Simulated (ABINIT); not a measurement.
Band structure of ZrN (Fm-3m, 2 atoms in the cell).

```yaml
crystal:
  lattice:
    - [0.00000, 2.29000, 2.29000]
    - [2.29000, 0.00000, 2.29000]
    - [2.29000, 2.29000, 0.00000]
  atoms:
    - { symbol: Zr, position: [0.00000, 0.00000, 0.00000] }
    - { symbol: N, position: [0.50000, 0.50000, 0.50000] }
```

Computed with PBE, PAW (JTH v2.0 PBE PAW) (plane waves; ABINIT).

Settings: pseudos = [Zr.GGA_PBE-JTH.xml, N.GGA_PBE-JTH.xml]; ecut = 52 Ry; pawecutdg = 104 Ry; pawxcdev = 0; occopt = 3; tsmear = 0.1 eV; ngkpt = 12 12 12; nshiftk = 1; shiftk = 0 0 0; potentials = JTH v2.0 PBE PAW; kptopt = 1; nstep = 80; tolvrs1 = 1e-12.

The starting cell has typed, rounded lattice constants, without a prior relaxation at this level.

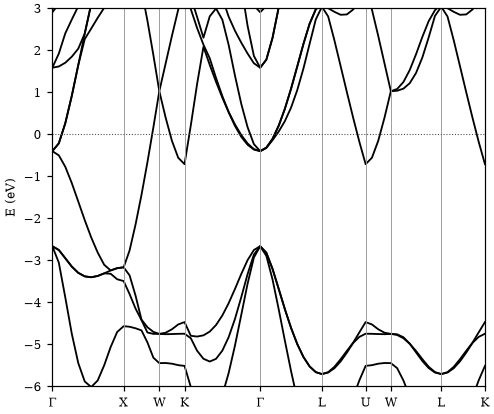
Figure. Bands along the path, energies from the Fermi level.

Levels in eV from the Fermi level, bands 5 to 12:
| point | 5 | 6 | 7 | 8 | 9 | 10 | 11 | 12 |
|---|---|---|---|---|---|---|---|---|
| Γ | -16.30 | -2.66 | -2.66 | -2.66 | -0.40 | -0.40 | -0.40 | 1.59 |
| X | -15.76 | -4.56 | -3.49 | -3.16 | -3.16 | 3.38 | 4.56 | 4.56 |
| W | -15.16 | -5.44 | -4.75 | -4.75 | 1.03 | 1.03 | 4.57 | 4.65 |
| K | -15.20 | -5.51 | -4.74 | -4.47 | -0.71 | 3.42 | 3.69 | 5.20 |
| L | -14.08 | -7.68 | -5.70 | -5.70 | 3.03 | 3.10 | 3.10 | 4.76 |
| U | -15.20 | -5.51 | -4.74 | -4.47 | -0.71 | 3.42 | 3.69 | 5.20 |

Bands cross the Fermi level along this path, so the cell is metallic at this level.
